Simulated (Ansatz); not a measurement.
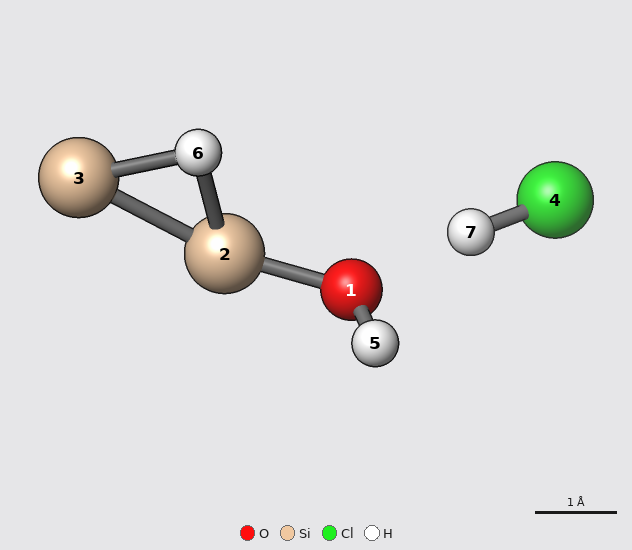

Atoms carry their numbers in the input. The computed structure is the end point of a PBE0-D4/def2-TZVP optimisation. No frequency run is at hand to confirm it as a minimum.

Question: Describe the coordination of atom 1.

Answer: O1 has 2 neighbours (Si2 at 1.65, H5 at 0.96 Å); the arrangement is bent.

Question: Which bond is the longest?

Answer: Si2–Si3, 2.103 Å.

Question: What is the dihedral angle O1–Si2–H6–Si3?

Answer: 180° in size, that is anti.
